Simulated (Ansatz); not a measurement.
# PBE0/6-31G(d) (spherical functions) run of Si4H10 (SMILES [SiH3][SiH]([SiH3])[SiH3])

What is the vertical ionisation energy of Si4H10 at PBE0/6-31G* (spherical functions)? 

The calculation is run with Ansatz 0.2.0.

37 further runs of the same task are left out: 3 that didn't finish, 34 set aside as unsound or not needed.

**1. The system as given**

Si4H10 has 14 atoms, charge 0, and is taken as a singlet. As SMILES, `[SiH3][SiH]([SiH3])[SiH3]`. The coordinates come from a PBE0-D4/def2-TZVP relaxation.

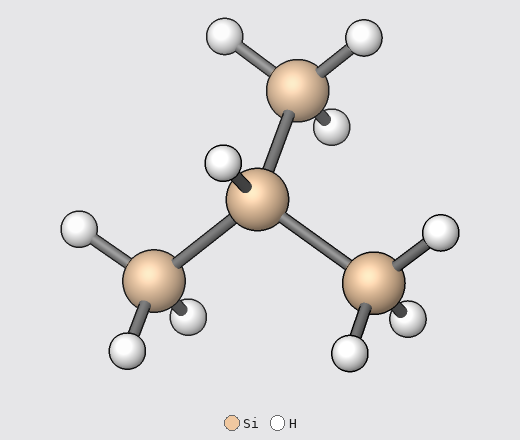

Viewed from a chosen angle; silicon light orange, hydrogen white.

**2. A single-point energy at PBE0/6-31G(d) (spherical functions)**

File run.yaml:

```yaml
crystal:
  periodic: [false, false, false]
  atoms:
    - {symbol: Si, position_ang: [-1.586600, 0.449770, -1.468220]}
    - {symbol: Si, position_ang: [-0.437700, -0.033320, 0.509060]}
    - {symbol: Si, position_ang: [1.124000, 1.651140, 0.941090]}
    - {symbol: Si, position_ang: [0.660040, -2.085920, 0.297480]}
    - {symbol: H, position_ang: [-2.588800, -0.607930, -1.768740]}
    - {symbol: H, position_ang: [-2.287510, 1.758070, -1.365710]}
    - {symbol: H, position_ang: [-0.615640, 0.517850, -2.593590]}
    - {symbol: H, position_ang: [-1.409520, -0.107160, 1.639330]}
    - {symbol: H, position_ang: [2.091010, 1.722300, -0.187470]}
    - {symbol: H, position_ang: [1.875310, 1.366450, 2.193260]}
    - {symbol: H, position_ang: [0.452630, 2.971990, 1.075490]}
    - {symbol: H, position_ang: [1.404530, -2.417500, 1.542160]}
    - {symbol: H, position_ang: [1.628750, -2.008150, -0.829180]}
    - {symbol: H, position_ang: [-0.310500, -3.177580, 0.015050]}
basis:
  gaussian:
    orbitals: 6-31G_st_-spherical.json
hamiltonian:
  xc: {name: PBE0}
accuracy: high
output:
  orbitals: {seedname: orbitals}
```

The basis set 6-31G* is read from a file made from the Basis Set Exchange's data (not shown).

Launch:

```bash
$ ansatz run run.yaml --threads 1 --pin off --max-ram 3480MiB --events-out events.jsonl --progress --plain --runs-dir runs
```

Log:

```text
Warning: RAYON_NUM_THREADS=1 ignored (pool sized by the plan → 1); use --threads N
Functional definition: PBE0
  name "PBE0"
  parameter a = 0.25
  parameter kappa = 0.804
  parameter beta = 0.06672455060314922
  exchange = (1 - a)*pbe_x(kappa = kappa, mu = beta*pi^2/3) + a*exact_x
  correlation = pbe_c(beta = beta)
2157 factors; integrals over basis functions are off by at most 8.4e-9 eV
mean field evaluation 1: about -31656.8866 eV, gradient 9.8e0 eV
mean field evaluation 2: about -31657.2345 eV, gradient 4.8e0 eV
mean field evaluation 4: about -31657.3240 eV, gradient 3.1e-1 eV
mean field evaluation 8: about -31657.6028 eV, gradient 1.3e-2 eV
mean field evaluation 16: about -31657.6029 eV, gradient 8.3e-7 eV
mean field -31657.60285580 eV, -1163.3954466567 hartree, gradient 7.0e-8 eV, S^2 0.000000; 0 other end points of the search recorded, 0 dependent functions left out
reference -31657.60285969 eV, -1163.3954467998 hartree; 33, 33 occupied and 59, 59 virtual orbitals, 2157 factors
Total energy: -31657.60285969 eV, -1163.3954467998 hartree
```

It took 7.8 s on 1 thread of Intel Xeon 6975P-C (Granite Rapids), shared host; peak memory 0.4 GiB.

**3. The doublet cation, same level**

File input.yaml:

```yaml
crystal:
  periodic: [false, false, false]
  atoms:
    - {symbol: Si, position_ang: [-1.586600, 0.449770, -1.468220]}
    - {symbol: Si, position_ang: [-0.437700, -0.033320, 0.509060]}
    - {symbol: Si, position_ang: [1.124000, 1.651140, 0.941090]}
    - {symbol: Si, position_ang: [0.660040, -2.085920, 0.297480]}
    - {symbol: H, position_ang: [-2.588800, -0.607930, -1.768740]}
    - {symbol: H, position_ang: [-2.287510, 1.758070, -1.365710]}
    - {symbol: H, position_ang: [-0.615640, 0.517850, -2.593590]}
    - {symbol: H, position_ang: [-1.409520, -0.107160, 1.639330]}
    - {symbol: H, position_ang: [2.091010, 1.722300, -0.187470]}
    - {symbol: H, position_ang: [1.875310, 1.366450, 2.193260]}
    - {symbol: H, position_ang: [0.452630, 2.971990, 1.075490]}
    - {symbol: H, position_ang: [1.404530, -2.417500, 1.542160]}
    - {symbol: H, position_ang: [1.628750, -2.008150, -0.829180]}
    - {symbol: H, position_ang: [-0.310500, -3.177580, 0.015050]}
basis:
  gaussian:
    orbitals: 6-31G_st_-spherical.json
total_charge: 1
magnetization:
  spin_polarized: true
  initial_magnetization: 1
hamiltonian:
  xc: pbe0
accuracy: high
output: {orbitals: {seedname: orbitals}}
```

The basis set 6-31G* is read from a file made from the Basis Set Exchange's data (not shown).

Launch:

```bash
$ ansatz run input.yaml --threads 1 --pin off --max-ram 3480MiB --events-out events.jsonl --progress --plain --runs-dir runs
```

Log (excerpt; [...] marks lines left out):

```text
Warning: RAYON_NUM_THREADS=1 ignored (pool sized by the plan → 1); use --threads N
[... 7 set-up lines as earlier in the session ...]
2155 factors; integrals over basis functions are off by at most 8.4e-9 eV
mean field evaluation 1: about -31646.8943 eV, gradient 8.4e0 eV
mean field evaluation 2: about -31647.3520 eV, gradient 5.3e0 eV
mean field evaluation 4: about -31647.5785 eV, gradient 3.9e-1 eV
mean field evaluation 8: about -31647.8819 eV, gradient 4.2e-2 eV
mean field evaluation 16: about -31647.8825 eV, gradient 2.7e-2 eV
mean field evaluation 32: about -31647.8838 eV, gradient 4.6e-9 eV
mean field evaluation 64: about -31647.8837 eV, gradient 1.9e-3 eV
mean field -31647.88377490 eV, -1163.0382770217 hartree, gradient 1.6e-8 eV, S^2 0.755472; 5 other end points of the search recorded, 0 dependent functions left out
reference -31647.88377864 eV, -1163.0382771590 hartree; 33, 32 occupied and 59, 60 virtual orbitals, 2155 factors
Total energy: -31647.88377864 eV, -1163.0382771590 hartree
```

Wall time 65 s (1 thread of Intel Xeon 6975P-C (Granite Rapids), shared host); peak memory 0.65 GiB.

**4. Outcome**

Level: PBE0/6-31G* (spherical functions).

| quantity | value |
| --- | --- |
| singlet Si4H10: total energy | -1163.39545 Eh |
| singlet Si4H10: HOMO energy | -7.98 eV |
| singlet Si4H10: LUMO energy | 0.04 eV |
| singlet Si4H10: HOMO–LUMO gap | 8.02 eV |
| doublet cation: total energy | -1163.03828 Eh |
| doublet cation: HOMO energy (highest over α and β) | -12.87 eV |
| doublet cation: LUMO energy (lowest over α and β) | -11.43 eV |
| doublet cation: ⟨S²⟩ | 0.755 |
| vertical ionisation energy (to the doublet cation) | 9.719 eV |

**Reading.** Removing an electron at fixed nuclei costs 9.72 eV (224 kcal/mol). The negative HOMO energy of the first species, 7.98 eV, lies 1.74 eV below that difference.
